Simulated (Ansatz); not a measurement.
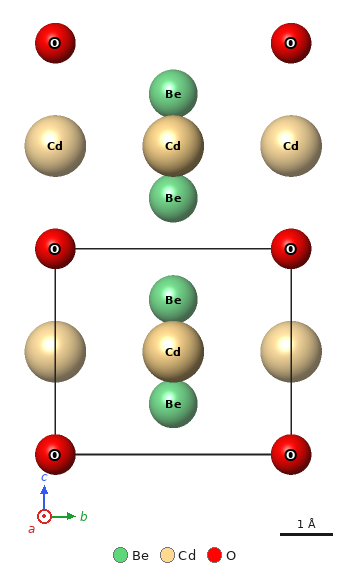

This is the input geometry for a relaxation of solid Be2Cd2O (a generated structure, set up in P4/mmm). A ball-and-stick model of the cell of the calculation, repeated 1 × 1 × 2 with one cell outlined, seen along the a axis.

All numbers below come from DFT PBE, scalar-relativistic, plane waves, PAW in Ansatz.

The input:
```yaml
crystal:
  lattice:
    - [4.5465467984, 0.0, 0.0]
    - [0.0, 4.5465467984, 0.0]
    - [0.0, 0.0, 3.966938601]
  atoms:
    - { symbol: Be, position: [0.5, 0.5, 0.246570664], spin: 0.11 }
    - { symbol: Be, position: [0.5, 0.5, 0.753429336], spin: 0.11 }
    - { symbol: Cd, position: [0.0, 0.5, 0.5] }
    - { symbol: Cd, position: [0.5, 0.0, 0.5] }
    - { symbol: O, position: [0.0, 0.0, 0.0], spin: 0.96 }
basis:
  ecutwfc: 420
kpoints:
  mp_grid: { grid: [8, 8, 10] }
hamiltonian:
  xc: pbe
scf:
  occupations: { method: gaussian, width: 0.1 }
output:
  forces: true
  stress: true
  eigenvalues: true
  populations: true
  write_density: true
  write_potential: true
  elf: true
  volumetric_format: npy
magnetization:
  spin_polarized: true
relax:
  adjacent_minimum: "off"
  f_tol: 0.01
  max_steps: 80
  cell: { stress_tol: 0.05 }
```

Launched with:
```bash
ansatz run input.yaml --threads 1 --pin off --max-ram 2560MiB --backend cpu --events-out ev --progress --plain --runs-dir out
```

Q: Predict the outcome.

A: The largest moves relative to the cell, 0.016 Å, are those of Be1 and Be2. Be2 goes along −c. O and Cd stay in place. The drawn cell changes as follows: a = b 4.547 → 4.575 Å (+0.6 %), c 3.967 → 3.955 Å (−0.3 %); the volume changes by +0.9 %. The space group stays P4/mmm (No. 123). Over 2 accepted moves (3 points after the start) the energy falls by 8.1 meV per cell of the calculation. The largest force component goes from 0.37 to 0.0049 eV/Å. Pressure: 0.40 GPa at the start and −0.02 GPa at the end. The SCF was repeated once at an unchanged geometry on a basis and grid sized afresh for the cell, which shifted the energy by 1.0 meV per cell of the calculation at most. The run took 2.3 min on 1 thread of AMD EPYC 7R43 64-Core Processor (Zen 3), on a shared host, peak memory 0.65 GiB.

Step by step:

```csv
step,"E − E(0), meV/atom","largest force component, eV/Å","pressure, GPa","volume, Å³/atom",note
0,0.00,0.3699,0.40,16.400,
1,-1.26,0.1253,-0.14,16.576,
2,-1.43,0.0050,-0.04,16.553,
3,-1.63,0.0049,-0.02,16.553,"same geometry, new basis"
```

The structure at the end:

```xyz
5
Lattice="4.5747 0.0000 0.0000 0.0000 4.5747 0.0000 0.0000 0.0000 3.9549" Properties=species:S:1:pos:R:3 pbc="T T T"
Be    2.2873    2.2873    0.9910
Be    2.2873    2.2873    2.9638
Cd    4.5747    2.2873    1.9774
Cd    2.2873    4.5747    1.9774
O     4.5747    4.5747    3.9549
```
